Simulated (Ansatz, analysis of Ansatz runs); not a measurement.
# MgH2(100): segregation of Pt_Mg, part 2 of 2

Question: does neutral Pt_Mg prefer the (100) surface of MgH2 or the inside, and by how much? The same defect is put at one site in each of several layers from the top towards the middle of one slab. Model: a cell of 108 host atoms with 1 Mg taken out and 1 Pt put in.

Ansatz 0.2.0; plane-wave PAW DFT, PBEsol; a slab with vacuum, neutral defects.

So far. Step 2 (The clean slab): On a dense mesh the slab's energy differs by 7 meV an atom, so the sampling is kept; the layers are compared at one sampling, where most of this error should cancel, which was not tested. Step 3 (Does the supercell reconstruct?): Atoms end at most 0.02 Å from the small cell's positions, so the small cell's structure is at least a local minimum.

## 4. The defect, layer by layer

Level of this step: plane-wave PAW DFT, PBEsol, periodic cell with vacuum; relaxation of a neutral defect in a slab (Ansatz).

Each layer's defect is relaxed from random displacements. Layer 1 is shown in full.

Contents of layer1_M0.relax/input.yaml:

```yaml
crystal:
  lattice:
    - [0.0, 8.977611, 0.0]
    - [-8.953388, 0.0, 0.0]
    - [0.0, 0.0, 26.0]
  atoms:
    - { symbol: Mg, position: [0.16550854, 0.23460584, 0.28315647] }
    - { symbol: Mg, position: [0.33237816, -0.0041521, 0.37086076] }
[... 2 atom lines left out ...]
    - { symbol: Mg, position: [0.16573366, 0.24593428, 0.62885677] }
    - { symbol: Mg, position: [0.33224413, -0.01502566, 0.71651749] }
[... 5 atom lines left out ...]
    - { symbol: H, position: [0.16572536, 0.40138897, 0.57725973] }
[... 2 atom lines left out ...]
    - { symbol: H, position: [0.33238025, 0.34892562, 0.6611525] }
    - { symbol: H, position: [0.16580778, 0.42281894, 0.75496132] }
    - { symbol: H, position: [0.33240787, 0.1517801, 0.59453762] }
    - { symbol: H, position: [0.16565458, 0.10448913, 0.68414184] }
[... 3 atom lines left out ...]
    - { symbol: Mg, position: [0.3323931, 0.49603213, 0.54288022] }
    - { symbol: Mg, position: [0.16571965, 0.74599177, 0.62880343] }
    - { symbol: Mg, position: [0.3324714, 0.48514521, 0.71650656] }
[... 8 atom lines left out ...]
    - { symbol: H, position: [0.33234451, 0.84896243, 0.66111251] }
[... 1 atom line left out ...]
    - { symbol: H, position: [0.33240325, 0.65182201, 0.59449256] }
    - { symbol: H, position: [0.16578451, 0.60450553, 0.68406727] }
[... 4 atom lines left out ...]
    - { symbol: Mg, position: [0.49906603, 0.24596847, 0.62886545] }
    - { symbol: Mg, position: [0.66558983, -0.01501292, 0.71648852] }
[... 5 atom lines left out ...]
    - { symbol: H, position: [0.49906213, 0.40138095, 0.57725272] }
[... 2 atom lines left out ...]
    - { symbol: H, position: [0.66574386, 0.34900554, 0.66113874] }
    - { symbol: H, position: [0.4991228, 0.4226327, 0.75493524] }
    - { symbol: H, position: [0.66572671, 0.15178856, 0.59453103] }
    - { symbol: H, position: [0.49900631, 0.10457125, 0.68416564] }
[... 3 atom lines left out ...]
    - { symbol: Mg, position: [0.66572424, 0.49604286, 0.54287736] }
    - { symbol: Mg, position: [0.49904474, 0.74597716, 0.62883366] }
    - { symbol: Pt, position: [0.66580407, 0.48512773, 0.71653218] }
[... 5 atom lines left out ...]
    - { symbol: H, position: [0.49904256, 0.90141083, 0.57723221] }
[... 1 atom line left out ...]
    - { symbol: H, position: [0.4990533, 0.59120338, 0.50830253] }
    - { symbol: H, position: [0.6657292, 0.84890954, 0.66110496] }
    - { symbol: H, position: [0.49892339, 0.92228611, 0.75488459] }
    - { symbol: H, position: [0.66570437, 0.65178027, 0.59450403] }
    - { symbol: H, position: [0.4990921, 0.60461757, 0.68413895] }
[... 4 atom lines left out ...]
    - { symbol: Mg, position: [0.83238841, 0.24597977, 0.62885525] }
    - { symbol: Mg, position: [0.99891685, -0.01503642, 0.71650306] }
[... 5 atom lines left out ...]
    - { symbol: H, position: [0.83239897, 0.40138606, 0.57724657] }
[... 2 atom lines left out ...]
    - { symbol: H, position: [0.99907344, 0.34888118, 0.66117202] }
    - { symbol: H, position: [0.83251442, 0.42275998, 0.75496021] }
    - { symbol: H, position: [0.9990534, 0.15183207, 0.59452104] }
    - { symbol: H, position: [0.83232015, 0.10445872, 0.68410654] }
[... 3 atom lines left out ...]
    - { symbol: Mg, position: [0.99907081, 0.4960371, 0.54288165] }
    - { symbol: Mg, position: [0.83238272, 0.7459377, 0.6288088] }
    - { symbol: Mg, position: [0.99914792, 0.48515816, 0.71649962] }
[... 5 atom lines left out ...]
    - { symbol: H, position: [0.83241637, 0.90140851, 0.57722515] }
[... 1 atom line left out ...]
    - { symbol: H, position: [0.83240353, 0.59122965, 0.50830966] }
    - { symbol: H, position: [0.99904474, 0.84890154, 0.66111814] }
    - { symbol: H, position: [0.83221676, 0.92252741, 0.75492861] }
    - { symbol: H, position: [0.99906112, 0.65177327, 0.59450453] }
    - { symbol: H, position: [0.8324247, 0.60459793, 0.6841247] }
basis:
  ecutwfc: 420
  xc_grid: 2
hamiltonian:
  xc: pbesol
kpoints:
  mp_grid: { grid: [1, 1, 1] }
scf:
  occupations: { method: fermi_dirac, width: 0.01 }
  max_iter: 100
output:
  forces: true
relax:
  f_tol: 0.03
  max_steps: 90
  random_displacement: { amplitude: 0.05, seed: 945 }
```

On the command line:

```console
$ ansatz run input.yaml --threads 4 --pin off --max-ram 15073MiB --backend cpu --events-out ev --progress --plain --runs-dir out
```

Numbers of over 12 decimals in the logs are rounded to 6 here.

What it wrote:

```text
[...]
Crystal: 108 atoms, lattice volume = 2089.881 Å³
Basis set: ecut = 420 eV, 40773 PW (Γ), exchange–correlation on 128×120×360 points (8 copies of the dense FFT grid, shifted against one another)
Bands: 328, of which v1, the nominal top of the filled ones, is band 220 counted from 1 (219 counted from 0)
Symmetry: 1 space group operations
k-points: 1
[...]
SCF iter   1: F=—  HF=-80442.168399 eV  |F-HF|=—  |Δ(HF+E_count)|=         —  Δρ=6.16e-3  dr2=7.71e-1  ethr=1.77e-3  ⟨swp⟩=9.0  Hψ=1520  notcnv=0  defer=90
[...]
SCF iter   7: F=-80441.902945 eV  HF=-80441.902944 eV  |F-HF|=5.03e-7  |Δ(HF+E_count)|=   5.85e-6  Δρ=5.83e-6  dr2=8.43e-7  ethr=3.05e-9  ⟨swp⟩=4.0  Hψ=835  notcnv=0
SCF 1 converged in 7 iterations: F = -80441.902945 eV  dr2 = 8.43e-7
[...]
relax step   1: F+E_penalty+E_count = -80441.90294500 eV  Δ(F+E_penalty+E_count) = +0.000e0 eV  max|allowed force component| = 2.207e0 eV/Å  Δτ_max = 0.0000 Å  (7 SCF iters, dr2 threshold 2.25e-5 eV, accepted)
[... from here on, the SCF cycles and remarks between the steps are left out, and one step in 2 is shown ...]
relax step   2: F+E_penalty+E_count = -80443.64160976 eV  Δ(F+E_penalty+E_count) = -1.739e0 eV  max|allowed force component| = 1.508e0 eV/Å  Δτ_max = 0.1950 Å  (5 SCF iters, dr2 threshold 1.00e-4 eV, accepted)
relax step   4: F+E_penalty+E_count = -80444.36737781 eV  Δ(F+E_penalty+E_count) = -1.341e-1 eV  max|allowed force component| = 2.576e-1 eV/Å  Δτ_max = 0.1944 Å  (5 SCF iters, dr2 threshold 1.00e-4 eV, accepted)
relax step   6: F+E_penalty+E_count = -80444.41746531 eV  Δ(F+E_penalty+E_count) = -2.584e-2 eV  max|allowed force component| = 6.603e-2 eV/Å  Δτ_max = 0.0967 Å  (6 SCF iters, dr2 threshold 8.65e-6 eV, accepted)
relax step   8: F+E_penalty+E_count = -80444.42105712 eV  Δ(F+E_penalty+E_count) = -8.790e-4 eV  max|allowed force component| = 5.930e-2 eV/Å  Δτ_max = 0.0471 Å  (7 SCF iters, accepted)
relax step  10: F+E_penalty+E_count = -80444.42320283 eV  Δ(F+E_penalty+E_count) = -6.548e-8 eV  max|allowed force component| = 2.412e-2 eV/Å  Δτ_max = 0.0000 Å  (3 SCF iters, accepted)
relax step  12: F+E_penalty+E_count = -80444.42407710 eV  Δ(F+E_penalty+E_count) = -2.122e-4 eV  max|allowed force component| = 8.051e-3 eV/Å  Δτ_max = 0.0079 Å  (4 SCF iters, dr2 threshold 1.04e-6 eV, accepted)
relax step  13: F+E_penalty+E_count = -80444.42407734 eV  Δ(F+E_penalty+E_count) = -2.458e-7 eV  max|allowed force component| = 8.079e-3 eV/Å  Δτ_max = 0.0000 Å  (3 SCF iters, accepted)
SCF converged after 3 iterations
Free energy (F): -80444.424077 eV
[...]
Internal energy: -80444.424077 eV  (E = F + TS)
E sigma→0 (E₀):  -80444.424077 eV
Fermi energy:    0.685770 eV
[...]
--- Forces (eV/Å), atoms counted from 1 ---
  atom   1  Mg    -0.00016837    -0.00037940     0.00052625
  atom   2  Mg    -0.00066624    -0.00069184    -0.00032791
  [... 21 atoms left out ...]
  atom  24  Mg    -0.00004591     0.00543872     0.00039529
  [... 16 atoms left out ...]
  atom  41  Mg     0.00062637     0.00079357    -0.00222833
  [... 9 atoms left out ...]
  atom  51  H     -0.00066071    -0.00022814    -0.00117521
  atom  52  H     -0.00212104     0.00045930    -0.00477514
  [... 7 atoms left out ...]
  atom  60  Pt    -0.00771679    -0.00212955     0.00587246
  [... 11 atoms left out ...]
  atom  72  H      0.00594120     0.00735428     0.00179800
  [... 4 atoms left out ...]
  atom  77  Mg     0.00274117    -0.00057438    -0.00289210
  [... 10 atoms left out ...]
  atom  88  H     -0.00201848     0.00002331    -0.00385433
  [... 7 atoms left out ...]
  atom  96  Mg     0.00107916    -0.00112692     0.00026946
  [... 11 atoms left out ...]
  atom 108  H      0.00511815    -0.00777277     0.00179180
  max |Σ_I F_I| component: 1.86e-4 eV/Å
--- Relaxed structure (13 steps of the walk, 13 accepted, 0 SCFs on fresh bases) ---
  F+E_penalty+E_count = -80444.42407734 eV   max|allowed force component| = 8.079e-3 eV/Å
  atoms:
    - { symbol: Mg, position: [0.165288, 0.234821, 0.283236] }
    - { symbol: Mg, position: [0.332032, -0.004659, 0.370773] }
    [... 21 atoms left out ...]
    - { symbol: Mg, position: [0.340134, 0.481421, 0.714783] }
    [... 16 atoms left out ...]
    - { symbol: Mg, position: [0.500901, 0.250677, 0.630054] }
    [... 9 atoms left out ...]
    - { symbol: H, position: [0.665264, 0.369371, 0.656548] }
    - { symbol: H, position: [0.548876, 0.415036, 0.750710] }
    [... 7 atoms left out ...]
    - { symbol: Pt, position: [0.665220, 0.497059, 0.711452] }
    [... 11 atoms left out ...]
    - { symbol: H, position: [0.524307, 0.612436, 0.693593] }
    [... 4 atoms left out ...]
    - { symbol: Mg, position: [0.829667, 0.250726, 0.630067] }
    [... 10 atoms left out ...]
    - { symbol: H, position: [0.781550, 0.414273, 0.750519] }
    [... 7 atoms left out ...]
    - { symbol: Mg, position: [0.990297, 0.481469, 0.714787] }
    [... 11 atoms left out ...]
    - { symbol: H, position: [0.806314, 0.612238, 0.693550] }
```

It took 2.1 min on 4 threads of Arm Neoverse V2, shared host; peak memory 2.1 GiB; 8.2 min of CPU time.

Relaxation path:

```tsv
step	energy less that of the first step (eV)	largest force component (eV/Å)
1	0.0000	2.2071
2	-1.7387	1.5079
3	-2.3303	0.8650
4	-2.4644	0.2576
5	-2.4887	0.3124
6	-2.5145	0.0660
7	-2.5172	0.0399
8	-2.5181	0.0593
9	-2.5203	0.0241
10	-2.5203	0.0241
11	-2.5209	0.0322
12	-2.5211	0.0081
13	-2.5211	0.0081
```

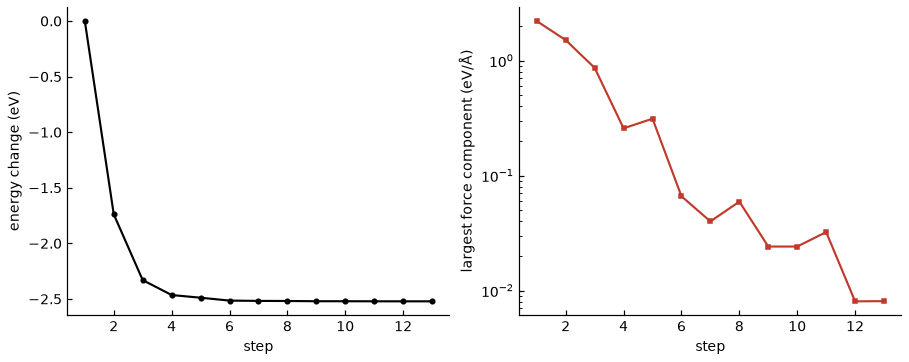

Energy and largest force along the relaxation.

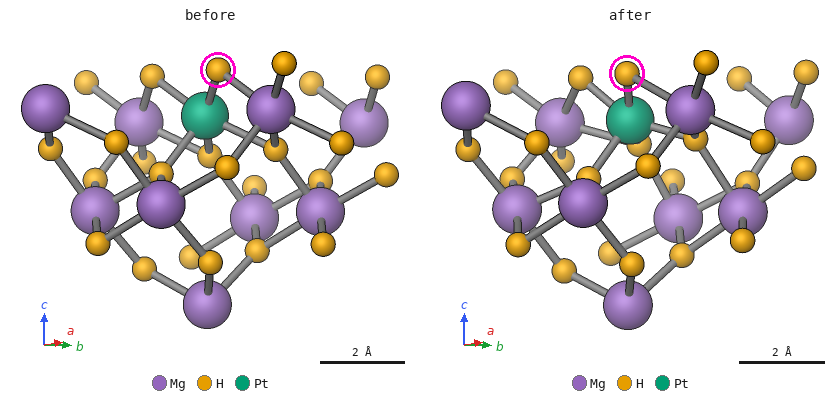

Before and after: the atoms that start within 5 Å of the centre. H88, which moves most, is ringed if it is among them.

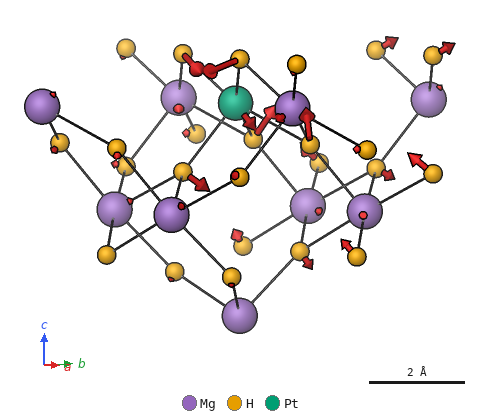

Displacements in the relaxation from the typed sites near the centre, exaggerated, the mean shift taken out; the longest in the cell stands for 0.48 Å.

The atoms that moved most (Å, from the sites as typed, ahead of the random displacement, the mean shift of all atoms taken out):

```tsv
atom	dx	dy	dz	length
H88	0.074	-0.454	-0.120	0.475
H52	0.066	0.450	-0.115	0.470
H72	-0.072	0.230	0.241	0.341
H108	-0.070	-0.231	0.240	0.340
H51	-0.184	0.000	-0.124	0.222
H33	0.150	0.051	0.130	0.205
H105	0.149	-0.050	0.129	0.203
Pt60	-0.109	-0.001	-0.137	0.175
```

Neighbours of Pt60 at the end:

```tsv
atom	distance (Å)
H88	1.635
H52	1.635
H72	1.698
H108	1.698
H51	1.829
Mg96	2.923
Mg24	2.923
Mg77	3.394
Mg41	3.394
Mg59	3.432
Mg95	3.433
```

All relaxations:

```tsv
layer	depth (Å)	moment (μB)	outcome	structures computed	largest displacement from the input (Å)	time
1	1.00	0	converged	13	0.48	2.1 min
2	3.28	0	converged	15	0.86	3.1 min
3	5.51	0	converged	19	0.56	3.6 min
```

The relaxation ends 23 meV an atom lower than the displaced start, with a largest force component of 0.0081 eV/Å.

## 5. Energies and states

Single points on the relaxed structures give the energies, all at one sampling, and show where the defect's states lie.

Contents of layer1_M0.point.pbesol/input.yaml:

```yaml
crystal:
  lattice:
    - [0.0, 8.977611, 0.0]
    - [-8.953388, 0.0, 0.0]
    - [0.0, 0.0, 26.0]
  atoms:
    - { symbol: Mg, position: [0.16528774, 0.23482091, 0.28323578] }
    - { symbol: Mg, position: [0.33203204, -0.00465948, 0.3707729] }
[... 48 atom lines left out ...]
    - { symbol: H, position: [0.66526397, 0.36937125, 0.6565479] }
    - { symbol: H, position: [0.54887588, 0.4150364, 0.75071018] }
[... 7 atom lines left out ...]
    - { symbol: Pt, position: [0.66522028, 0.49705858, 0.71145176] }
[... 11 atom lines left out ...]
    - { symbol: H, position: [0.52430737, 0.61243578, 0.69359293] }
[... 15 atom lines left out ...]
    - { symbol: H, position: [0.78154997, 0.41427262, 0.75051906] }
[... 19 atom lines left out ...]
    - { symbol: H, position: [0.80631369, 0.61223794, 0.69354969] }
basis:
  ecutwfc: 420
  xc_grid: 2
hamiltonian:
  xc: pbesol
kpoints:
  mp_grid: { grid: [1, 1, 1] }
scf:
  occupations: { method: fermi_dirac, width: 0.01 }
  max_iter: 100
output:
  forces: true
  eigenvalues: true
  eigenstates: { localisation: true }
  populations: true
checkpoint:
  write: "../layer1_M0.point.pbesol.run"
  compress: false
  write_wavefunctions: false
  write_every: 100000
```

What it wrote:

```text
[...]
Crystal: 108 atoms, lattice volume = 2089.881 Å³
Basis set: ecut = 420 eV, 40773 PW (Γ), exchange–correlation on 128×120×360 points (8 copies of the dense FFT grid, shifted against one another)
Bands: 328, of which v1, the nominal top of the filled ones, is band 220 counted from 1 (219 counted from 0)
Symmetry: 1 space group operations
[...]
k-points: 1
[...]
SCF iter   1: F=—  HF=-80444.675970 eV  |F-HF|=—  |Δ(HF+E_count)|=         —  Δρ=5.80e-3  dr2=7.83e-1  ethr=1.77e-3  ⟨swp⟩=8.0  Hψ=1514  notcnv=0  defer=86
[...]
SCF iter   8: F=-80444.424077 eV  HF=-80444.424077 eV  |F-HF|=5.20e-8  |Δ(HF+E_count)|=   5.97e-7  Δρ=1.16e-6  dr2=4.33e-8  ethr=2.27e-11  ⟨swp⟩=20.0  Hψ=2187  notcnv=0
SCF 1 converged in 8 iterations: F = -80444.424077 eV  dr2 = 4.33e-8
[...]
SCF converged after 8 iterations
Free energy (F): -80444.424077 eV
[...]
Internal energy: -80444.424077 eV  (E = F + TS)
E sigma→0 (E₀):  -80444.424077 eV
Fermi energy:    0.685740 eV
[...]
--- Forces (eV/Å), atoms counted from 1 ---
  atom   1  Mg    -0.00015100    -0.00037900     0.00049417
  atom   2  Mg    -0.00066783    -0.00068941    -0.00036360
  [... 21 atoms left out ...]
  atom  24  Mg    -0.00008201     0.00542811     0.00042576
  [... 16 atoms left out ...]
  atom  41  Mg     0.00062256     0.00079939    -0.00220785
  [... 9 atoms left out ...]
  atom  51  H     -0.00063679    -0.00022792    -0.00119107
  atom  52  H     -0.00211881     0.00048285    -0.00479354
  [... 7 atoms left out ...]
  atom  60  Pt    -0.00773242    -0.00213050     0.00585957
  [... 11 atoms left out ...]
  atom  72  H      0.00593695     0.00734855     0.00179333
  [... 4 atoms left out ...]
  atom  77  Mg     0.00273913    -0.00058050    -0.00287220
  [... 10 atoms left out ...]
  atom  88  H     -0.00201849     0.00000015    -0.00387330
  [... 7 atoms left out ...]
  atom  96  Mg     0.00105219    -0.00111971     0.00030322
[...]
atom 108  H      0.00511612    -0.00776993     0.00178814
  max |Σ_I F_I| component: 2.08e-4 eV/Å
--- Band table (eV) ---
[...]
--- Löwdin populations: 108 sites ---
  site symbol       q [e]
     0     Mg      8.5820
     1     Mg      8.5695
[...]
23     Mg      8.5805
[...]
40     Mg      8.5855
[...]
50      H      1.5922
    51      H      1.2477
[...]
59     Pt     17.8092
[...]
71      H      1.4173
  [... 4 atoms left out ...]
    76     Mg      8.5855
  [... 10 atoms left out ...]
    87      H      1.2477
  [... 7 atoms left out ...]
    95     Mg      8.5807
  [... 11 atoms left out ...]
   107      H      1.4179
  spilling = 0.007771 (of n_electrons = 440.000000)
```

Elapsed: 24 s, on 4 threads; peak memory 2.2 GiB; 91 s of CPU time.

The column dr2 measures how far the density is from self-consistency, as an energy; F and HF (Harris–Foulkes) agree once it is small.

From eigenstates.tsv, first k-point; energies on the run's zero. The participation number counts the atoms that a state is spread over, of 108; bands count from 0.

```tsv
spin	band	energy (eV)	occupation	participation	largest share on	share
both	214	-2.031	2.00	9.0	H34	0.27
both	215	-1.932	2.00	8.6	H106	0.21
both	216	-1.911	2.00	11.6	H45	0.16
both	217	-1.907	2.00	15.0	H81	0.11
both	218	-1.759	2.00	8.5	Pt60	0.30
both	219	-0.184	2.00	4.7	Pt60	0.41
both	220	1.556	0.00	15.8	Pt60	0.15
both	221	2.249	0.00	28.1	H45	0.06
both	222	2.342	0.00	28.1	H16	0.08
both	223	2.474	0.00	16.0	Mg24	0.13
both	224	2.569	0.00	84.6	H36	0.02
```

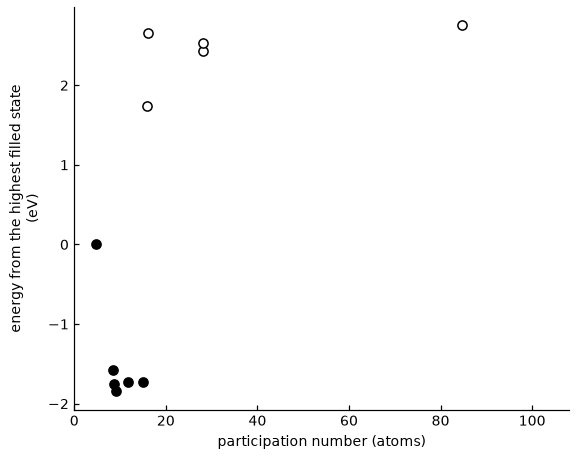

States next to the filling edge at the first k-point: energy against spread. Filled marks are occupied, open marks empty.

Under PBEsol, periodic cell with vacuum at the zone centre alone, the highest filled state is spread over 5 of 108 atoms, and the lowest empty one, 1.74 eV above it, is spread over 16 of 108 atoms.

Löwdin populations of the atoms near the centre, and their excess over far atoms of the same element, which can also hold differences between inequivalent host sites (the log counts sites from 0):

```tsv
atom	distance from the centre (Å)	electrons	excess
Pt60	0.17	17.809	-
H88	1.50	1.248	-0.421
H52	1.51	1.248	-0.421
H108	1.80	1.418	-0.251
H72	1.81	1.417	-0.251
H51	1.87	1.592	-0.077
Mg96	2.91	8.581	0.011
Mg24	2.92	8.580	0.010
```

Against the clean slab and Mg (hcp) and Pt (fcc):

```tsv
layer	depth (Å)	total moment (μB)	formation energy (eV)	against the deepest layer (eV)
1	1.00	0	0.25	-1.00
2	3.28	0	0.91	-0.35
3	5.51	0	1.25	0.00
```

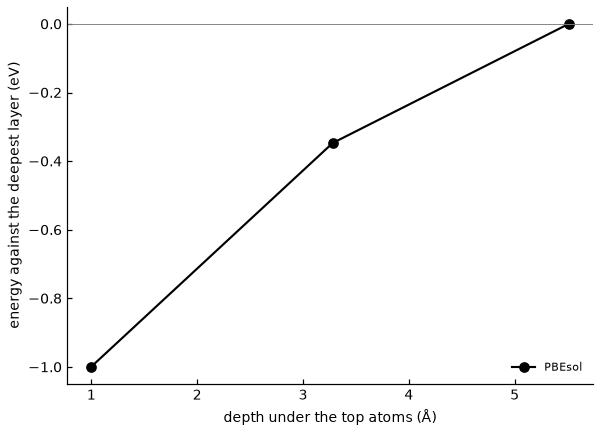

Lowest energy of the defect in each layer, against the deepest one.

## 6. Outcome

```
highest less deepest of the layers obtained (PBEsol) : -1.00 eV
layer of the lowest energy (PBEsol)                  : 1
```

Under PBEsol Pt_Mg is 1.00 eV lower in layer 1 than in layer 3, 5.5 Å down, so it segregates to the surface. At 600 K the Boltzmann factor between the best layer and the deepest is about 10^8 a site, entropy of vibration left out. The two deepest layers differ by 0.35 eV, so it has not levelled off: the slab is too thin, or the sites are unlike. The clean slab's gap at this sampling is 4.15 eV. Limits: neutral states alone; one site a layer, which need not be the same crystallographic site in every layer, at most four layers; one defect on one side of the slab, 9.0 Å from its images and with no dipole correction; the deepest layer of so thin a slab is not yet bulk, and the thickness was not varied; the in-plane lattice is the database's, not relaxed here; no adsorbates, no temperature.

[Logs are printed without paths, hosts, clocks, repeated set-up lines and the standing remarks that a program may print on its own settings, such as how far it seeks lower states.]

[Hosts, paths, dates, database ids (printed as entryN), source tags and the programs' standing remarks are cut or masked in the printed files.]

[Maps of the electrostatic potential energy from Ansatz leave out the sawtooth potential of an applied field or a dipole correction, so their vacuum need not be flat.]
